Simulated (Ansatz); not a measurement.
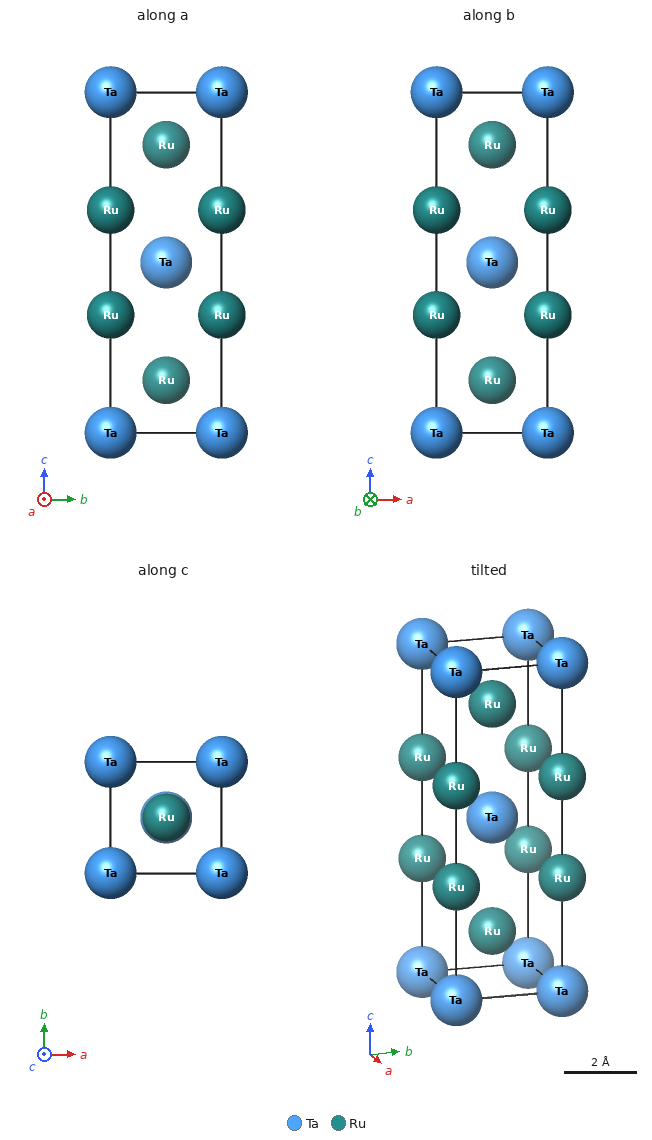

Figure: spheres-only view along the a axis, along the b axis, along the c axis and slightly off an axis. The conventional unit cell is outlined; an atom on or near a face, edge or corner is repeated at each equivalent position.

Lattice parameters: a = 3.1314 Å, b = 3.1314 Å, c = 9.5809 Å, α = 90.000°, β = 90.000°, γ = 90.000°.

Q: Set out the cell and atoms as a CIF in P1 with every atom of the cell, with free fractional coordinates to two decimals.

A:
```cif
data_structure
_symmetry_space_group_name_H-M 'P 1'
_symmetry_Int_Tables_number 1
_cell_length_a 3.1314
_cell_length_b 3.1314
_cell_length_c 9.5809
_cell_angle_alpha 90.000
_cell_angle_beta 90.000
_cell_angle_gamma 90.000
_cell_volume 93.95
loop_
_atom_site_label
_atom_site_type_symbol
_atom_site_fract_x
_atom_site_fract_y
_atom_site_fract_z
_atom_site_occupancy
Ta1 Ta 0.00 0.00 0.00 1
Ru1 Ru 0.00 0.00 0.35 1
Ru2 Ru 0.50 0.50 0.15 1
Ta2 Ta 0.50 0.50 0.50 1
Ru3 Ru 0.50 0.50 0.85 1
Ru4 Ru 0.00 0.00 0.65 1
```

The structure was taken from a structure type filled with these elements by a generator (whether the compound takes this form wasn't checked). This is the structure after a relaxation with Ansatz 0.2.0, DFT PBE, scalar-relativistic, plane waves, PAW.
